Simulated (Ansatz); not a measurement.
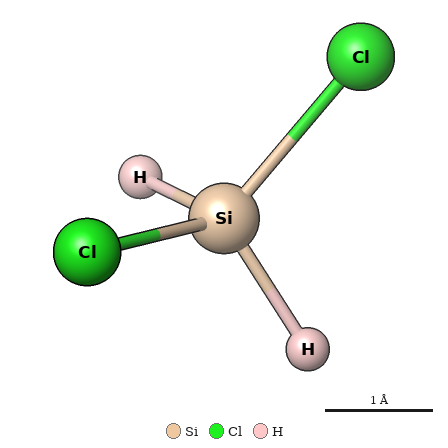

Depth is shown by fading: the farther an atom, the more it takes the colour of the background. The computed structure is the end point of a PBE0-D4/def2-TZVP optimisation. Masses are those of the most abundant isotopes; constants are for the rigid equilibrium geometry.

Q: What kind of rotor is it, and what are its rotational constants in cm⁻¹?

A: An asymmetric top (C2v): A = 0.473, B = 0.0848, C = 0.0738 cm⁻¹. Ray's parameter κ is −0.94, close to the prolate limit.
